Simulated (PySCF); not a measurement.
# C2H7FOSi3 (SMILES O=C1[SiH2][SiH2][SiH2][C@H]1F): what the fields show

Input file:

```
{"job": {"kind": "nmr", "xc": "PBE0", "basis": "pcSseg-1"}, "charge": 0, "multiplicity": 1}
O      0.051739     2.155539    -1.273296
C      0.322189     1.390326    -0.369740
Si     1.767948     0.113715    -0.465881
Si     0.290892    -1.703550    -0.364873
Si    -1.613134    -0.474297     0.229038
C     -0.620880     1.126461     0.749390
F      0.090831     0.743186     1.885886
H      2.651412     0.293745     0.684737
H      2.508379     0.394031    -1.694408
H      0.096653    -2.438468    -1.624759
H      0.639097    -2.751182     0.605304
H     -2.411899    -0.782400     1.417859
H     -2.539900    -0.052395    -0.823407
H     -1.234007     1.984815     1.021983
```

Launched as:

```sh
OMP_NUM_THREADS=1 python probes_run.py task.json out
```

Geometry: GFN2-xTB.

These are results of PySCF, PBE0/pcSseg-1, SCF density, gas phase, non-relativistic, not measurements.

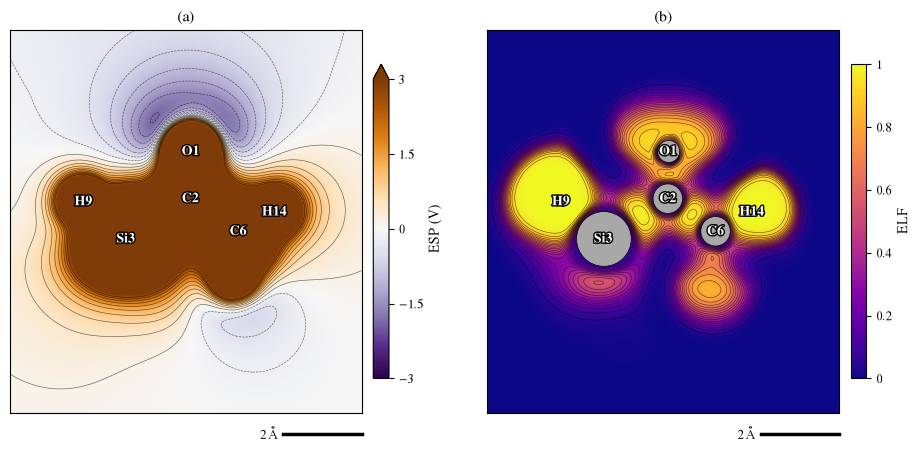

Figure 1. (a) molecular electrostatic potential; (b) ELF on the plane of atoms C2, Si3 and H9. Grey discs cover the atomic cores in the ELF map.

What does the map show?

Answer.
- The plane passes through O, C, Si and H nuclei.
- C–O (1.21 Å): the ELF peaks at about 0.85 between the atoms (a multiple bond).
- C–C (1.49 Å): the ELF peaks at about 0.95 between the atoms, as expected for a covalent bond.
- C–Si (1.93 Å): the ELF peaks at about 1 between the atoms; a shared electron pair.
- C–H (1.09 Å): the ELF climbs to about 1 towards the hydrogen, as it does in any bond to H: a covalent bond by its length.
- Si–H (1.46 Å): the ELF climbs to about 1 towards the hydrogen.
- The ELF also peaks beside F7 and O1, away from the bonds: lone-pair regions.
- Outside the dense part of the molecule the potential is most negative (−1.9 V) near O1.

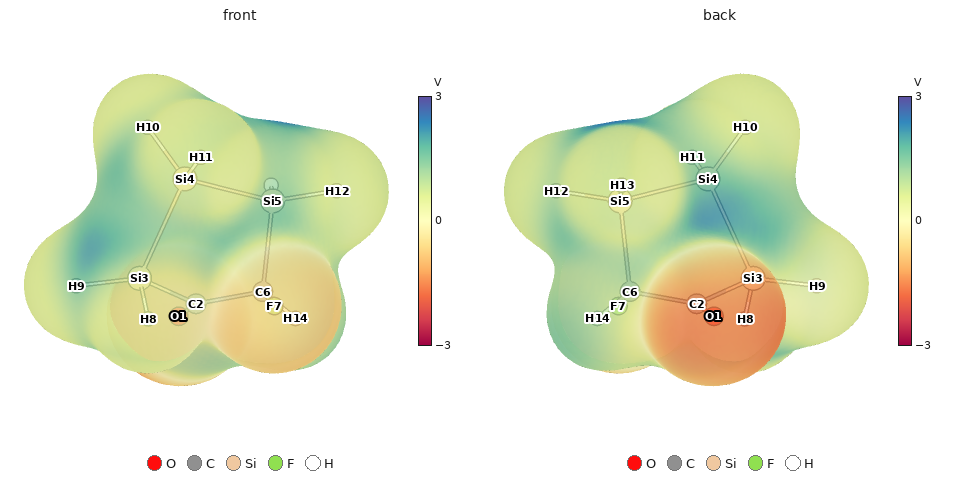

Figure 2. The molecular electrostatic potential painted on the density surface at 0.004 e/bohr³, seen from the front and from behind; the colour scale runs from red (negative) to blue (positive).

Describe the electrostatic potential map.

Answer. The most negative region (about −1.7 V) lies over O1, the most positive (about +2.4 V) over Si5. O1 is the likeliest acceptor of a hydrogen bond.

What dipole moment does the calculation give?

Answer. Its dipole moment is 2.08 D.
